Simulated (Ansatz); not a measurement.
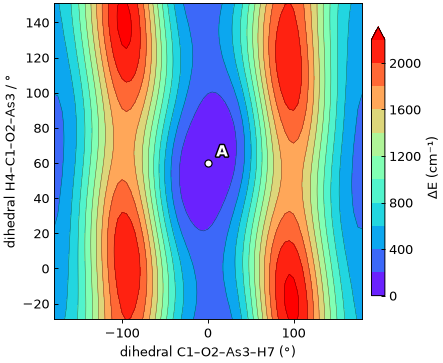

CH4AsO, SMILES CO[AsH], spin multiplicity 2. 
- The first coordinate is: dihedral C1–O2–As3–H7; the second: dihedral H4–C1–O2–As3.
- Nothing is relaxed (all other coordinates rigid).
- Grid: 10 × 11 points.
- Points are written as (first, second).
- All energies are given in cm⁻¹ relative to the lowest grid point.
- These are results of Ansatz, UKS PBE-D4/def2-TZVP, not measurements.

The picture shows filled contours, one colour for all values above the top of the scale, the point A. Between grid points the surface is interpolated.

Q: What is the easiest way out of the well at A, and how high is the barrier?

A: The easiest path leads from the well at (0°, 61°) to its copy one period on. Its highest point lies about 1700 cm⁻¹ above the bottom of the first well on the interpolated surface, at about (−95°, 70°). The start is the relaxed structure and all else is held, so a fully relaxed path at this level can only be lower. On the way the path dips through a shallower well, about 1400 cm⁻¹ deep.

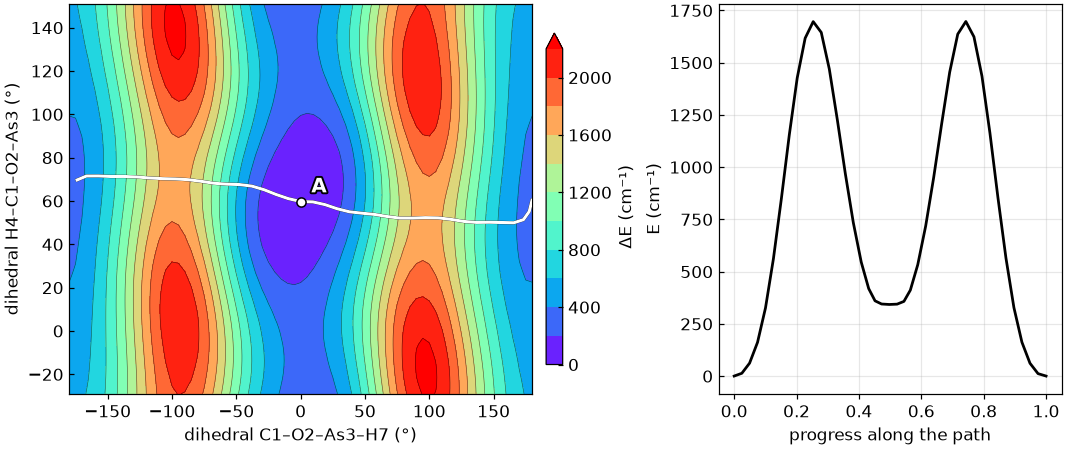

In the figure: filled contours, a line along the lowest path, one colour for all values above the top of the scale, the energy along the path at the right. Between grid points the surface is interpolated.
